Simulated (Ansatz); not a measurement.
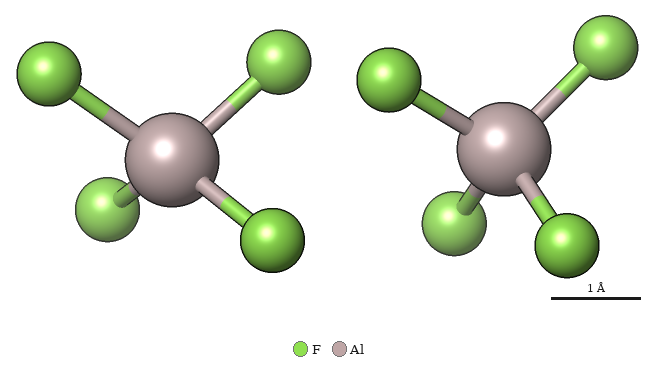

Two geometries of AlF4 (charge −1), drawn at one scale. One is the start of a relaxation, the other its converged end. Style: ball-and-stick. Shown at a tilt.

These are results of Ansatz, RKS PBE/STO-3G, not measurements. Set-up: no spin polarisation; force threshold 0.02 eV/Å; at most 40 steps.

**Which one is relaxed?**

The right one is the relaxed one. The run prepares the start of a later molecular dynamics calculation, from a guessed geometry. The atom that moves furthest after the best rigid fit is an F atom (0.38 Å). By element the largest moves are F 0.38 Å, Al 0.16 Å. Among the contacts that change: Al–F 1.756 → 1.689 Å, Al–F 1.732 → 1.689 Å, Al–F 1.678 → 1.689 Å. Among the angles between lasting bonds that change: F–Al–F 133.0° → 109.5°, F–Al–F 90.5° → 109.4°, F–Al–F 125.7° → 109.5°. The energy falls by 18.0 kcal/mol in 3 geometry steps. Largest force component: 1.2 eV/Å at the start, 0.016 eV/Å at the end. The run took 2.8 s on 1 thread of Arm Neoverse V2, with other jobs on the host, peak memory 0.08 GiB.

Limits of the set-up: STO-3G is a minimal basis, so the numbers are rough.
